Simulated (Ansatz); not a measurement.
# FGe$_{4}$H$_{9}$···HCl: what the fields show

```xyz
16

Ge   -0.8056   -0.1789   -0.1329
Ge   -0.5748    2.2342    0.1440
Ge    0.2221   -1.0264   -2.1768
Ge   -0.3518   -1.4367    1.9079
F    -2.5442   -0.3625   -0.3954
H     2.3255    1.1908    0.4571
Cl    2.7449   -0.0214    0.3833
H    -1.3928    2.7278    1.3466
H    -1.0168    2.9779   -1.1252
H     0.9037    2.6084    0.4068
H     1.0554   -2.2810   -1.8765
H    -0.8989   -1.3753   -3.1676
H     1.1324    0.0458   -2.7955
H     0.5676   -2.6298    1.6085
H    -1.6902   -1.9428    2.4672
H     0.3237   -0.5299    2.9485
```

The reactant side of a reaction path; geometry: PBE0-D4/def2-TZVP; a saddle point, not a minimum.

All numbers below come from RKS PBE0-D4/def2-TZVPP (Ansatz 0.2.0).

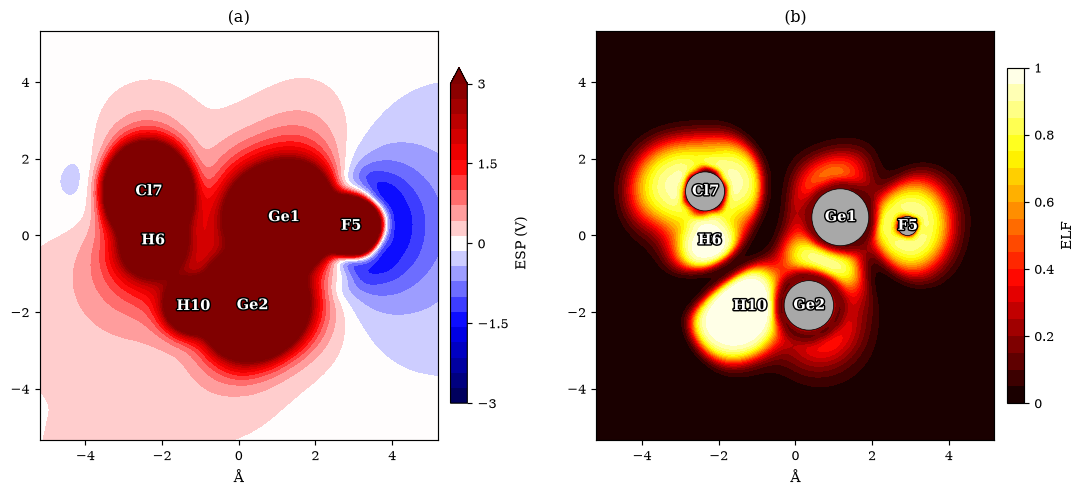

Figure 1. (a) electrostatic potential; (b) ELF on the plane of atoms Ge2, Ge1 and F5. Grey discs cover the atomic cores in the ELF map.

**Describe what can be read from this map.**

The section cuts through Ge, F, H and Cl sites.
H6···H10 (2.01 Å): the ELF dips to about 0.05 between them.
Ge–F (1.77 Å): the ELF peaks at about 0.80 in the valence shell of F, 0.6 Å from its nucleus, and is about 0.20 at the midpoint.
Ge–Ge (2.44 Å): the ELF peaks at about 0.90 between the atoms: localised, covalent bonding.
Cl–H (1.28 Å): the ELF climbs to about 1 towards the hydrogen, as it does in any bond to H.
Ge–H (1.55 Å): the ELF climbs to about 1 towards the hydrogen.
The ELF also peaks beside F5 and Cl7, away from the bonds: lone-pair regions.
Outside the dense part of the complex the potential is most negative (−1.5 V) near F5.

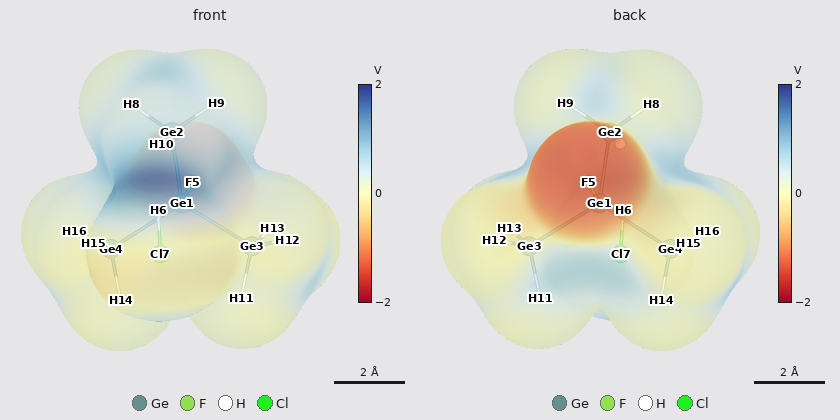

Figure 2. The molecular electrostatic potential painted on the density surface at 0.001 e/bohr³, seen from the front and from behind; the colour scale runs from red (negative) to blue (positive).

**Where is the surface potential most negative and most positive?**

The most negative region (about −1.2 V) lies over F5, the most positive (about +1.5 V) over H6. Cl7 shows a σ-hole: about +0.6 V at the tip opposite its bond, against about −0.1 V on its flanks.

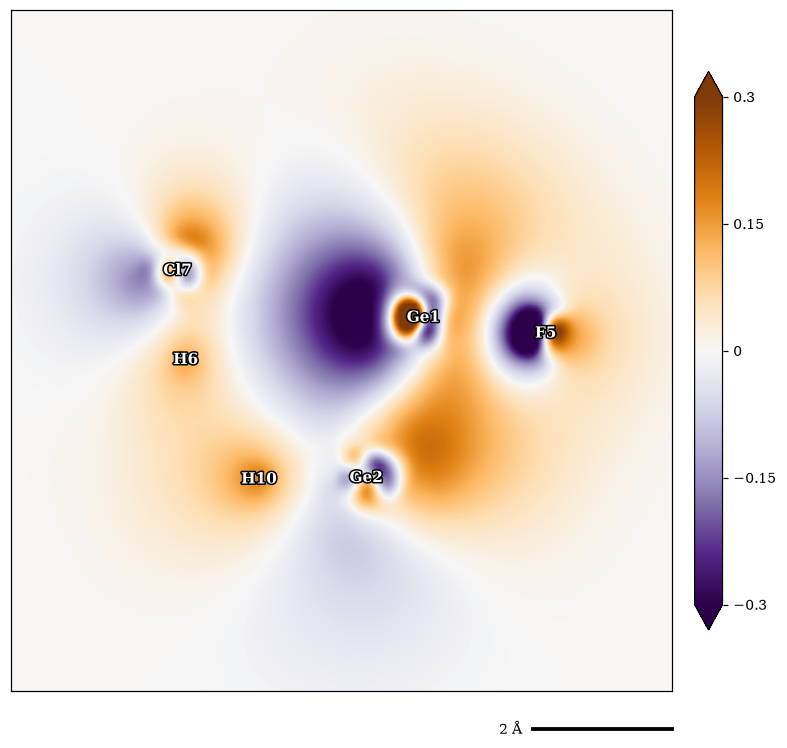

Figure 3. The LUMO on the plane of atoms Ge2, Ge1 and F5 (values in Å⁻³ᐟ²; the overall sign is arbitrary).

**What is the character of this orbital?**

By Hirshfeld shares it lies mainly on Ge1 (about 35 %), Ge2 (about 15 %), Ge3 (about 10 %), Ge4 (about 10 %) and F5 (about 5 %). Its energy is −1.01 eV.
